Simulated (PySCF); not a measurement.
SMILES O[Si](O)(F)[SiH3] at its PBE0/def2-SVP optimised geometry (Å):

```
10

O     -2.9163    -1.4643    -1.8754
Si    -1.2741    -1.4847    -1.8908
O     -0.7906    -3.0608    -2.0263
F     -0.6963    -0.7083    -3.2007
Si    -0.5070    -0.3619     0.0000
H     -3.3671    -2.0882    -2.4548
H      0.0840    -3.2302    -2.3886
H      0.9889    -0.3619     0.0000
H     -0.9889     1.0518     0.0000
H     -0.9869    -1.0518     1.2349
```

Level of theory: PBE0/def2-TZVP run with PySCF 2.14.0. Cells within 0.4 Å of a nucleus heavier than hydrogen are left out (blank, or x).

Map of the Laplacian of the electron density (e/bohr⁵), clipped to [-1.50, 1.50] on the plane z = 0.0 Å:

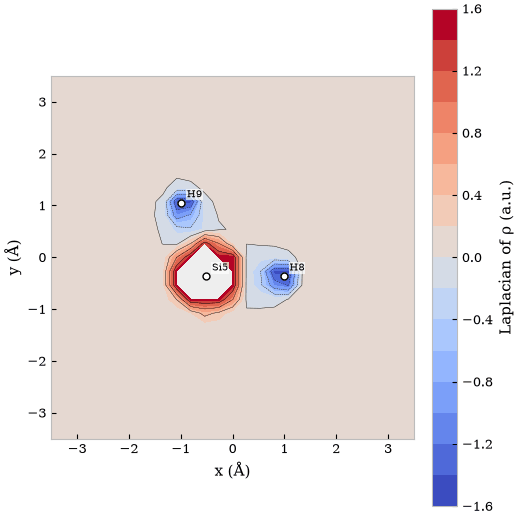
Fig. 1. Laplacian of the electron density (e/bohr⁵), clipped to [-1.50, 1.50] on the plane z = 0.0 Å.
